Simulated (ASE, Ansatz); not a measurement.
# Structural relaxation of twisted Zr2CO2 MXene alternating trilayer, 21.79° (105 atoms)

Aim: bring twisted Zr2CO2 MXene alternating trilayer, 21.79° (105 atoms) to a nearby minimum of the energy and see what moves.

Main program and level: Ansatz 0.2.0; Kohn-Sham DFT, PBE+D3(BJ), PAW (set soft_2), plane waves.

## 1. The structure

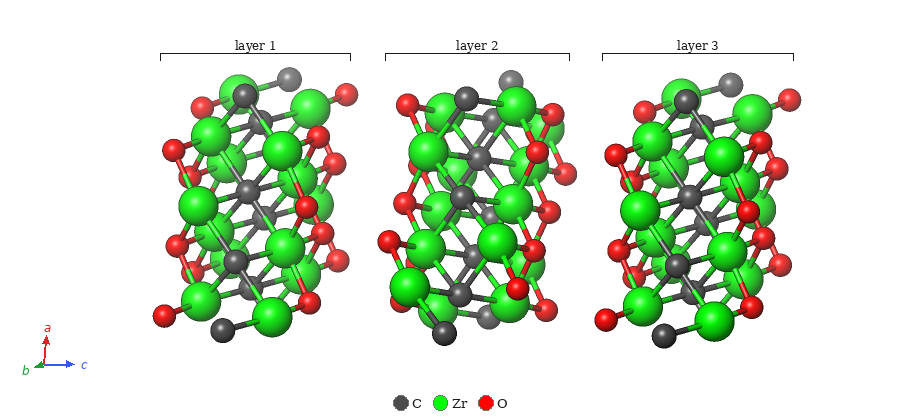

The cell as given, from the side, with the c axis across the page (carbon dark grey, zirconium green, oxygen red). Some periodic images of atoms are drawn too.

The cell holds 105 atoms: 21 C, 42 Zr and 42 O. Cell: a = 8.757 Å, b = 8.757 Å, c = 33.590 Å, α = 90.0°, β = 90.0°, γ = 120.0°. It derives from Zr2CO2 (Zr2CO2 MXene). Zr2CO2 MXene (a = 3.31 Å) under Zr2CO2 MXene (a = 3.31 Å), alternating trilayer, commensurate cell of 7 unit cells a layer, twist 21.79 deg; facing planes 2.9, 2.89 Å apart; 14 Å of vacuum; layers as built, displaced by a Gaussian of 0.01 Å. Regions: layer 1, 35 atoms (7 C, 14 Zr and 14 O); layer 2, 35 atoms (7 C, 14 Zr and 14 O); layer 3, 35 atoms (7 C, 14 Zr and 14 O). Vacuum lies along c.

Before any run, some limits are plain. The Brillouin zone is sampled at Γ only, in a cell whose shortest periodic width is 8 Å.

## 2. Single point at the start

A single point comes first, to see the forces before anything moves.

The input, input.yaml:

```yaml
crystal:
  lattice:
    - [8.7574, 0.0, 0.0]
    - [-4.3787, 7.58413, 0.0]
    - [0.0, 0.0, 33.59]
  atoms:
    - { symbol: C, position: [0.00117, 0.99959, 0.27693] }
    - { symbol: Zr, position: [0.18931, 0.23495, 0.31742] }
    - { symbol: Zr, position: [0.23899, 0.04763, 0.23614] }
    - { symbol: O, position: [0.23534, 0.04626, 0.34512] }
    [... 95 atom lines left out ...]
    - { symbol: O, position: [0.90634, 0.38054, 0.65502] }
    - { symbol: C, position: [0.85932, 0.57056, 0.72256] }
    - { symbol: Zr, position: [0.04897, 0.81131, 0.764] }
    - { symbol: Zr, position: [0.0964, 0.61956, 0.6821] }
    - { symbol: O, position: [0.09735, 0.62024, 0.79198] }
    - { symbol: O, position: [0.05034, 0.81223, 0.65459] }
kpoints:
  mp_grid: { grid: [1, 1, 1] }
hamiltonian:
  xc: pbe
  dispersion: d3bj
scf:
  occupations: { method: fixed }
output:
  forces: true
  populations: true
  dos:
    method: { smearing: { sigma: 0.08 } }
    de: 0.1
    projected:
      site_lists:
        C: [C]
        O: [O]
        Zr: [Zr]
        layer_1: [0, 1, 2, 3, 4, 5, 6, 7, 8, 9, 10, 11, 12, 13, 14, 15, 16, 17, 18, 19, 20, 21, 22, 23, 24, 25, 26, 27, 28, 29, 30, 31, 32, 33, 34]
        layer_2: [35, 36, 37, 38, 39, 40, 41, 42, 43, 44, 45, 46, 47, 48, 49, 50, 51, 52, 53, 54, 55, 56, 57, 58, 59, 60, 61, 62, 63, 64, 65, 66, 67, 68, 69]
        layer_3: [70, 71, 72, 73, 74, 75, 76, 77, 78, 79, 80, 81, 82, 83, 84, 85, 86, 87, 88, 89, 90, 91, 92, 93, 94, 95, 96, 97, 98, 99, 100, 101, 102, 103, 104]
  eigenvalues: true
```

Command:

```sh
ansatz run input.yaml --threads 4 --pin off --max-ram 8192MiB --backend cpu --events-out ev --progress --plain --runs-dir out
```

Elapsed: 58 s, on 4 threads of Arm Neoverse V2, shared host; peak memory 3.2 GiB.

Read from the output:

```
free energy                                      : -204977.4228 eV
free energy per atom                             : -1952.1659 eV/atom
SCF cycles                                       : 11
r.m.s. force component                           : 0.2491 eV/Å
longest force                                    : 0.8375 eV/Å
Fermi energy                                     : 5.309 eV
gap (highest filled to lowest empty level) : 1.518 eV
spilling of the projection                       : 0.003993
```

The r.m.s. force component of 0.25 eV/Å sets the starting point.

Length of the force by element:

```tsv
element	coordination	atoms	mean length of the force (eV/Å)	spread	least	most
C	all	21	0.263	0.115	0.098	0.515
O	all	42	0.224	0.107	0.0629	0.564
Zr	all	42	0.582	0.154	0.225	0.838
```

## 3. Relaxation

The atoms are relaxed in the fixed cell, aiming at the force tolerance of the input.

input.yaml, the sections that differ from step 2:

```yaml
output:
  forces: true
relax:
  f_tol: 0.05
  max_steps: 113
# crystal, kpoints, hamiltonian, scf: as in step 2
```

Elapsed: 1.8 min, on 4 threads; peak memory 3.1 GiB; 7.1 min of CPU time.

Step by step:

```tsv
step	energy less that of the first step (eV)	largest force component (eV/Å)
1	0.0000	0.7968
2	1.3754	1.4479
3	-0.4894	0.1509
4	-0.5349	0.0209
```

Relaxation step 2 was tried and not accepted.

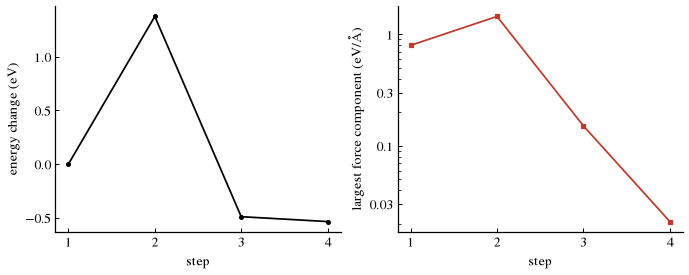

Energy and largest force along the relaxation.

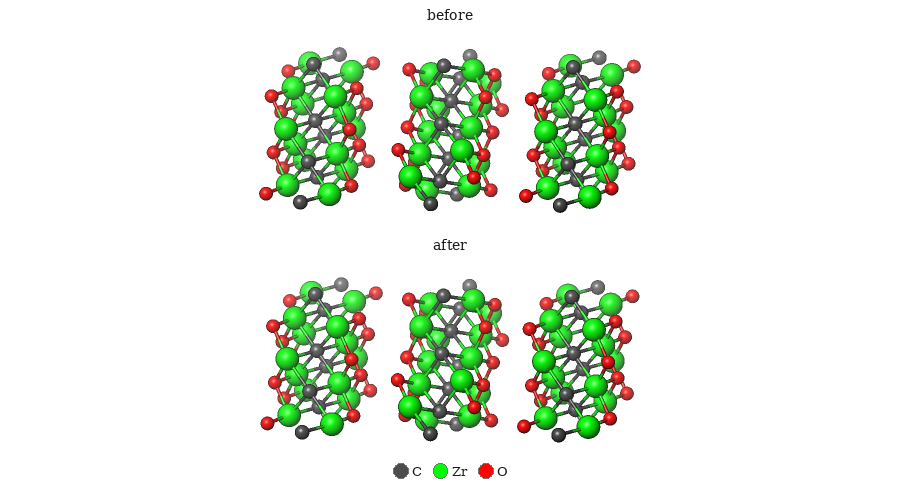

Before and after, at one scale.

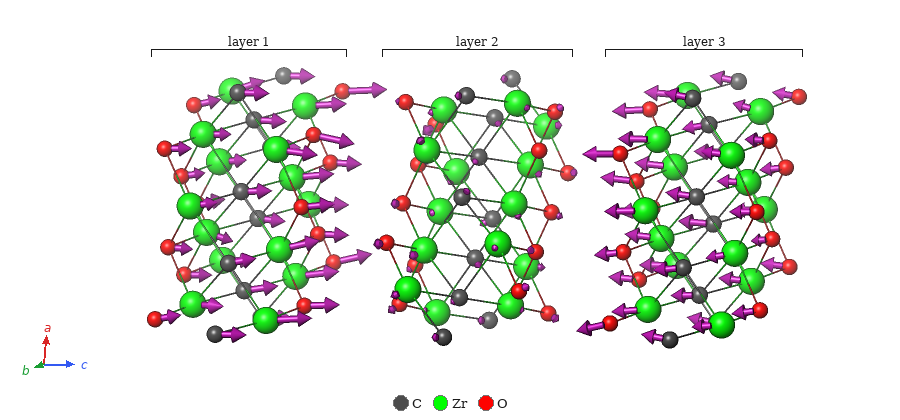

Displacements in the relaxation, exaggerated; the longest in the cell stands for 0.16 Å. Some periodic images of atoms are drawn too.

The atoms that moved most (Å):

```tsv
atom	dx	dy	dz	length
O29	-0.001	0.020	0.158	0.159
O24	-0.030	-0.005	0.142	0.146
Zr32	0.010	-0.002	0.141	0.141
Zr2	0.005	0.027	0.138	0.140
Zr98	0.003	0.015	-0.131	0.132
O4	0.030	0.006	0.128	0.132
Zr17	0.009	0.012	0.128	0.129
Zr27	0.002	0.014	0.127	0.127
```

The relaxation changed the energy by -5.09 meV/atom, and atoms moved by 0.086 Å r.m.s., 0.16 Å at most.

## 4. Distances and neighbours after relaxation

Bonds before and after, by the cutoffs listed below:

```tsv
pair	bonds before	bonds after	mean before (Å)	mean after (Å)	spread before (Å)	spread after (Å)
O-Zr	126	126	2.124	2.123	0.016	0.004
Zr-C	126	126	2.352	2.364	0.014	0.003
```

Normalised to the volume that the atoms fill. g(r), total and by pair (bins of 0.2 Å):

```tsv
r (Å)	total	O-O	O-Zr	O-C	Zr-Zr	Zr-C	C-C
2.10	2.87	0.00	8.95	0.00	0.00	0.00	0.00
2.30	2.29	0.00	0.00	0.00	0.00	14.35	0.00
2.50	0.00	0.00	0.00	0.00	0.00	0.00	0.00
2.70	0.00	0.00	0.00	0.00	0.00	0.00	0.00
2.90	0.36	0.16	0.00	2.10	0.00	0.00	0.00
3.10	1.23	0.84	0.00	6.80	0.00	0.00	0.00
3.30	3.50	7.32	0.00	0.00	10.85	0.00	14.65
3.50	0.10	0.63	0.00	0.00	0.00	0.00	0.00
3.70	0.49	0.56	1.25	0.00	0.00	0.00	0.00
3.90	0.92	0.00	2.87	0.00	0.00	0.00	0.00
4.10	0.92	0.00	0.44	0.00	0.00	4.88	0.00
4.30	0.13	0.82	0.00	0.00	0.00	0.00	0.00
4.50	0.77	0.00	0.38	4.04	0.00	0.00	0.00
4.70	0.47	0.35	0.18	0.00	2.21	0.00	0.00
4.90	1.20	0.31	3.60	0.00	0.00	0.00	0.00
5.10	1.38	1.58	3.22	0.29	0.30	0.00	0.00
5.30	1.21	0.56	0.27	0.28	0.28	5.90	0.00
5.50	1.00	0.00	0.26	5.73	0.00	0.00	0.00
5.70	1.64	2.71	0.23	0.47	5.37	0.00	4.94
5.90	0.19	0.22	0.06	0.66	0.22	0.00	0.00
6.10	0.32	1.32	0.15	0.00	0.00	0.41	0.00
6.30	0.40	0.38	0.47	0.58	0.19	0.39	0.00
6.50	0.27	0.18	0.21	0.37	0.37	0.36	0.00
6.70	0.91	1.67	0.18	0.34	1.89	0.51	3.69
6.90	1.65	1.88	3.98	0.32	0.12	0.00	0.00
7.10	0.82	0.43	0.11	0.45	0.30	3.74	0.00
7.30	0.83	0.02	0.60	3.35	0.28	0.30	0.09
7.50	0.96	0.55	1.52	0.25	1.75	0.28	0.55
```

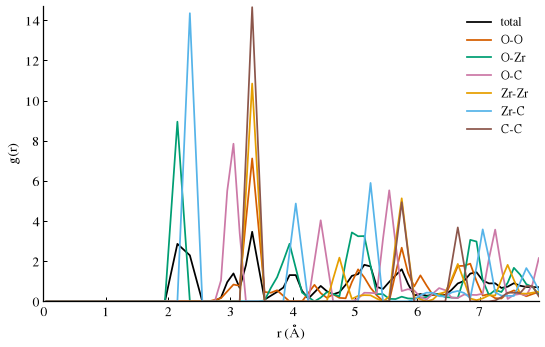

Pair distribution functions, lightly smoothed.

Bonds by pair of elements; cutoffs follow the first minimum of g(r), held within bounds set by covalent radii, and pairs that aren't listed don't count as bonded (cutoffs were set anew for this text, so counts can differ from the run's own analysis):

```tsv
pair A-B	cutoff (Å)	bonds	mean length (Å)	spread (Å)	shortest (Å)	B about A	A about B
O-Zr	2.52	126	2.12	0.004	2.12	3	3
Zr-C	2.77	126	2.36	0.003	2.36	3	6
```

How many atoms have how many bonded neighbours:

```tsv
element	mean	3	6
C	6	0	21
O	3	42	0
Zr	6	0	42
```

Bond angles, per cent of each kind in bins of 5°:

```tsv
angle (°)	C-Zr-O	Zr-C-Zr	Zr-O-Zr	C-Zr-C	O-Zr-O
80–85	66.7	0.0	0.0	0.0	0.0
85–90	0.0	40.0	0.0	100.0	0.0
90–95	0.0	40.0	0.0	0.0	0.0
95–100	0.0	0.0	0.0	0.0	0.0
100–105	0.0	0.0	100.0	0.0	100.0
105–110	0.0	0.0	0.0	0.0	0.0
110–115	0.0	0.0	0.0	0.0	0.0
115–120	0.0	0.0	0.0	0.0	0.0
120–125	0.0	0.0	0.0	0.0	0.0
125–130	0.0	0.0	0.0	0.0	0.0
130–135	0.0	0.0	0.0	0.0	0.0
135–140	0.0	0.0	0.0	0.0	0.0
140–145	0.0	0.0	0.0	0.0	0.0
145–150	0.0	0.0	0.0	0.0	0.0
150–155	0.0	0.0	0.0	0.0	0.0
155–160	0.0	0.0	0.0	0.0	0.0
160–165	0.0	0.0	0.0	0.0	0.0
165–170	29.1	0.0	0.0	0.0	0.0
170–175	4.2	0.0	0.0	0.0	0.0
175–180	0.0	20.0	0.0	0.0	0.0
```

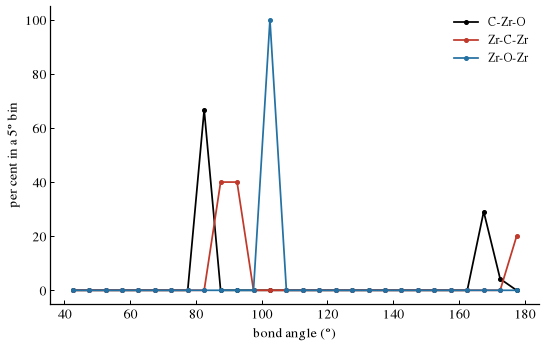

Distributions of the most common bond angles.

Bond angles (no mean is given where the spread exceeds 20°):

```tsv
angle	count	mean (°)	spread (°)
C-Zr-O	378	-	-
Zr-C-Zr	315	-	-
Zr-O-Zr	126	102	0.2
C-Zr-C	126	88.9	0.1
O-Zr-O	126	102	0.2
```

With the cutoffs above, all C atoms have 6, all O atoms have 3 and all Zr atoms have 6 bonded neighbours.

## 5. Single point at the relaxed geometry

The electronic structure is read at the final geometry, in a run of its own.

The input, input.yaml:

```yaml
crystal:
  lattice:
    - [8.7574, 0.0, 0.0]
    - [-4.3787, 7.58413, 0.0]
    - [0.0, 0.0, 33.59]
  atoms:
    - { symbol: C, position: [0.00111, 0.00088, 0.27997] }
    - { symbol: Zr, position: [0.19171, 0.2385, 0.32152] }
    - { symbol: Zr, position: [0.23903, 0.04822, 0.23847] }
    - { symbol: O, position: [0.23922, 0.04708, 0.34893] }
    [... 95 atom lines left out ...]
    - { symbol: O, position: [0.9053, 0.38068, 0.65126] }
    - { symbol: C, position: [0.85754, 0.57144, 0.72022] }
    - { symbol: Zr, position: [0.04804, 0.80983, 0.76161] }
    - { symbol: Zr, position: [0.09526, 0.61897, 0.67897] }
    - { symbol: O, position: [0.09573, 0.61928, 0.7893] }
    - { symbol: O, position: [0.0467, 0.80832, 0.65115] }
kpoints:
  mp_grid: { grid: [1, 1, 1] }
hamiltonian:
  xc: pbe
  dispersion: d3bj
scf:
  occupations: { method: fixed }
output:
  forces: true
  populations: true
  dos:
    method: { smearing: { sigma: 0.08 } }
    de: 0.1
    projected:
      site_lists:
        C: [C]
        O: [O]
        Zr: [Zr]
        layer_1: [0, 1, 2, 3, 4, 5, 6, 7, 8, 9, 10, 11, 12, 13, 14, 15, 16, 17, 18, 19, 20, 21, 22, 23, 24, 25, 26, 27, 28, 29, 30, 31, 32, 33, 34]
        layer_2: [35, 36, 37, 38, 39, 40, 41, 42, 43, 44, 45, 46, 47, 48, 49, 50, 51, 52, 53, 54, 55, 56, 57, 58, 59, 60, 61, 62, 63, 64, 65, 66, 67, 68, 69]
        layer_3: [70, 71, 72, 73, 74, 75, 76, 77, 78, 79, 80, 81, 82, 83, 84, 85, 86, 87, 88, 89, 90, 91, 92, 93, 94, 95, 96, 97, 98, 99, 100, 101, 102, 103, 104]
  eigenvalues: true
  write_density: true
  write_potential: true
  volumetric_format: npy
  elf: true
```

The job ended after 55 s (4 threads; peak memory 3.2 GiB; 3.6 min of CPU time).

The program notes that the exchange-correlation potential is rough where the density is thin.

The run gave:

```yaml
free_energy: -204977.9577 eV
free_energy_per_atom: -1952.1710 eV/atom
scf_cycles: 11
r_m_s_force_component: 0.00566 eV/Å
longest_force: 0.01969 eV/Å
fermi_energy: 5.376 eV
spacing_of_highest_filled_and_lowest_empty_level: 1.567 eV
potential_in_mid_vacuum_over_the_fermi_level: 5.516 eV
potential_4p5_a_over_the_upper_face: 5.517 eV
potential_4p5_a_under_the_lower_face: 5.515 eV
spilling_of_the_projection: 0.004
```

Löwdin charges by element (they lack the spilled electrons, 0.032 e an atom on average):

```tsv
element	coordination	atoms	mean charge (e)	spread	least	most
C	all	21	-0.899	0.0017	-0.902	-0.896
O	all	42	-0.635	0.0027	-0.638	-0.629
Zr	all	42	1.16	0.0054	1.16	1.17
```

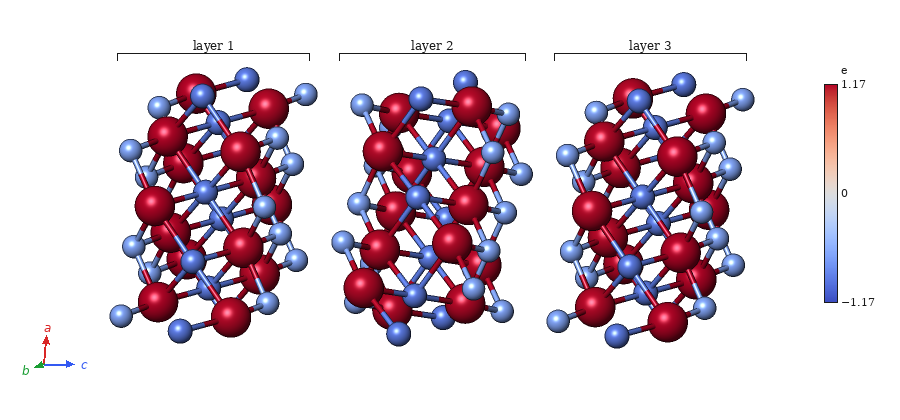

Atoms coloured by Löwdin charge. Some periodic images of atoms are drawn too.

By region:

```tsv
region	atoms	mean length of the force (eV/Å)
layer 1	35	0.01
layer 2	35	0.006
layer 3	35	0.009
```

Density of states as counts of states in windows of 1 eV (from the Fermi level), total and the larger projections:

```tsv
from (eV)	to (eV)	total	Zr d	O p	layer 2	layer 1	layer 3	C p
-10	-9	42.0	8.9	0.7	14.0	14.0	14.0	0.2
-9	-6	0.0	0.0	0.0	0.0	0.0	0.0	0.0
-6	-5	24.6	6.5	14.3	10.1	7.2	7.2	1.8
-5	-4	149.9	36.0	97.4	48.8	50.2	50.2	8.5
-4	-3	77.5	12.3	56.5	24.6	26.1	26.1	4.1
-3	-2	36.0	10.2	12.1	11.9	11.9	11.9	12.1
-2	-1	76.1	18.9	16.9	24.7	25.2	25.2	36.3
-1	0	11.6	1.2	3.1	4.1	3.6	3.6	6.8
0	1	2.3	0.3	0.6	0.8	0.7	0.8	1.4
1	2	48.0	37.3	6.6	15.7	15.7	15.7	2.9
2	3	10.6	7.7	1.6	3.8	3.0	3.0	0.4
3	4	112.9	90.1	9.0	36.4	37.5	37.4	9.3
```

The curve was stored every 0.10 eV, coarse against its broadening of 0.08 eV, so these counts are rough.

With fixed occupations the program's Fermi level is the highest filled level; weight inside the gap is the broadening of levels at its edges.

Between -26 and -10 eV lie 84 more states.

The stored curve holds about 504 of the 840 electrons; the rest, give or take the few that broadening carries across the Fermi level, lie in deeper levels below its range.

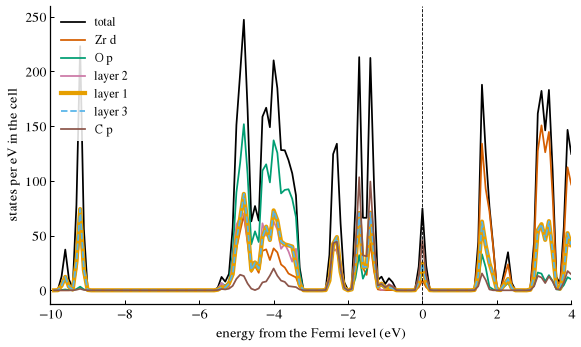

Total and projected density of states, with the broadening of the input.

The levels nearest the highest filled one (over half full), pooled over k-points and spins:

```tsv
level less the highest filled one (eV)	occupation
-0.0013	2
-0.001	2
-5.0e-4	2
-5.0e-4	2
-1.0e-4	2
0	2
1.57	0
1.58	0
1.58	0
1.59	0
1.60	0
1.60	0
```

Planar average of the electrostatic potential energy along the normal, with the Fermi level as zero, after a running mean with a triangular window 4 Å wide at its base:

```tsv
height (Å)	potential energy (eV)
0.0	5.52
1.3	5.52
2.7	5.52
4.0	5.50
5.4	4.27
6.7	-3.45
8.1	-10.12
9.4	-9.06
10.7	-10.13
12.1	-3.58
13.4	0.16
14.8	-7.96
16.1	-9.57
17.3	-9.36
18.7	-8.75
20.0	-0.47
21.3	-2.54
22.7	-9.93
24.0	-9.09
25.4	-10.15
26.7	-4.59
28.1	3.80
29.4	5.49
30.8	5.52
32.1	5.52
33.4	5.52
```

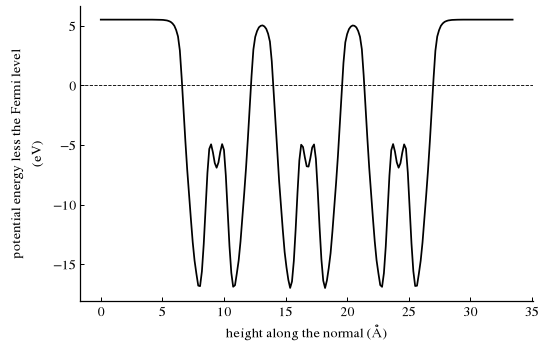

Planar average of the electrostatic potential energy; the dashed line is the Fermi level.

Mean Löwdin charges: C -0.90, O -0.64, Zr +1.16 e (they miss 0.4 % of the electrons, so they add up to more than the cell's charge). The largest share in the top eV of filled states is C p (60 % of the projected weight), and in the lowest eV of empty states Zr d (79 % of the projected weight). The potential stands 5.52 eV above the highest filled level over the upper face and 5.52 eV under the lower one, a reading of the ionisation potential at this level on the run's k-points.

1 further run on a deliberately doubtful input is not shown.

## 6. Summary of results

* energy change in the relaxation: -5.095 meV/atom
* r.m.s. displacement: 0.086 Å
* largest displacement: 0.159 Å
* free energy per atom: -1952.1710 eV/atom
* r.m.s. force component: 0.00566 eV/Å
* gap (highest filled to lowest empty level): 1.567 eV
* potential in mid-vacuum, over the Fermi level: 5.516 eV
* wall time of the 4 DFT runs, those left out included: 4 min

In words: Relaxation lowers the energy by 5.09 meV/atom and moves atoms by 0.086 Å r.m.s.; the r.m.s. force component goes from 0.25 to 0.0057 eV/Å, and the gap from 1.52 to 1.57 eV. By the final cutoffs no bond was broken or made. First to last step the energy falls by 0.535 eV; the largest move, 0.16 Å, is that of O29. The Zr-C bonds change most in mean length: from 2.352 Å (spread 0.014) to 2.364 Å (spread 0.003). With the cutoffs above, all C atoms have 6, all O atoms have 3 and all Zr atoms have 6 bonded neighbours. Between filled and empty levels lie 1.57 eV at Γ alone; the mesh holds the band edges only if they fold onto it, so the gap at this level can be narrower or closed, while semilocal functionals tend to narrow gaps against experiment. The potential stands 5.52 eV above the highest filled level over the upper face and 5.52 eV under the lower one, a reading of the ionisation potential at this level on the run's k-points.

[Logs are printed without paths, hosts, clocks, repeated set-up lines and the standing remarks that a program may print on its own settings, such as how far it seeks lower states.]

[Hosts, paths, dates, database ids (printed as entryN), source tags and the programs' standing remarks are cut or masked in the printed files.]
